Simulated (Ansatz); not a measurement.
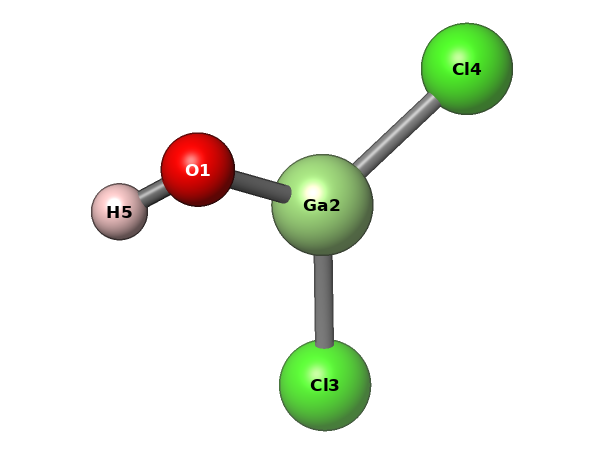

The picture comes from a calculation with Ansatz.

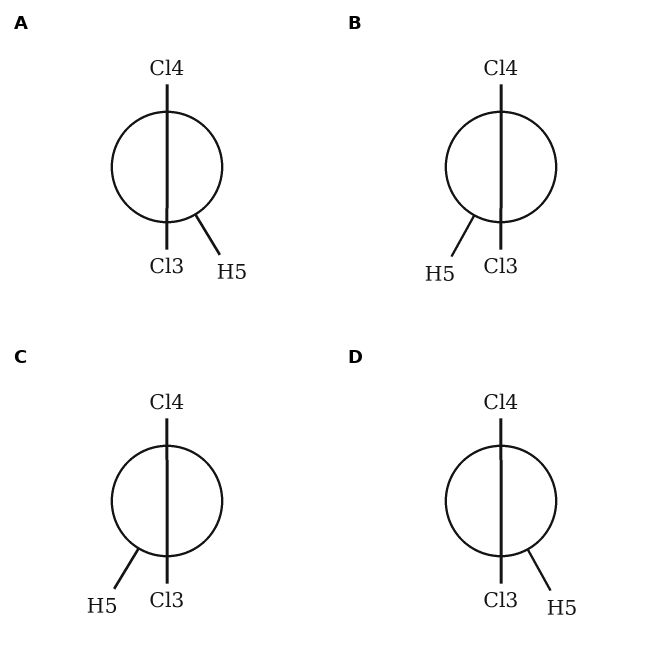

Depth is shown by fading: the farther an atom, the more it takes the colour of the background. Bonds that would overlap in a projection are set slightly apart. Geometry: moved along internal coordinates away from the minimum.

**Which Newman projection shows the view along Ga2–O1, with Ga2 in front?**

A. The torsion angle Cl3–Ga2–O1–H5 is −31°, synclinal (gauche).
